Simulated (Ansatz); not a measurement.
## Ta, response to strain

Base system: Ta in the bcc (W type) structure (space group Im-3m, No. 229; a = 3.3061 Å; relaxed with 0.1 eV smearing). Axes: x, y, z lie along the cube axes.

Strains are applied to the cell and any free atomic positions relax; under biaxial strain the out-of-plane vector relaxes too.

All numbers come from r2SCAN in Ansatz (plane waves to 500 eV, PAW, scalar-relativistic without spin-orbit coupling).

Notes on the quantities. energy relative to the base: free energy F.

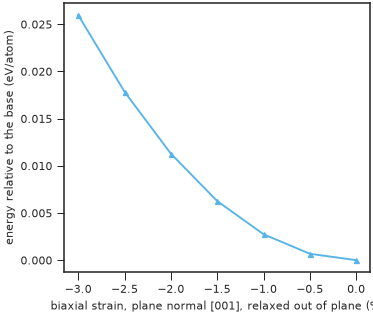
Figure. Energy relative to the base against biaxial strain, plane normal [001], relaxed out of plane

```tsv
biaxial strain, plane normal [001], relaxed out of plane (%)	energy relative to the base
-3	+26 meV/atom
-2.5	+18 meV/atom
-2	+11 meV/atom
-1.5	+6.3 meV/atom
-1	+2.7 meV/atom
-0.5	+0.7 meV/atom
```

Whether these cells are dynamically stable was not tested. All final runs are without spin polarisation.

Ansatz is an electronic-structure program.
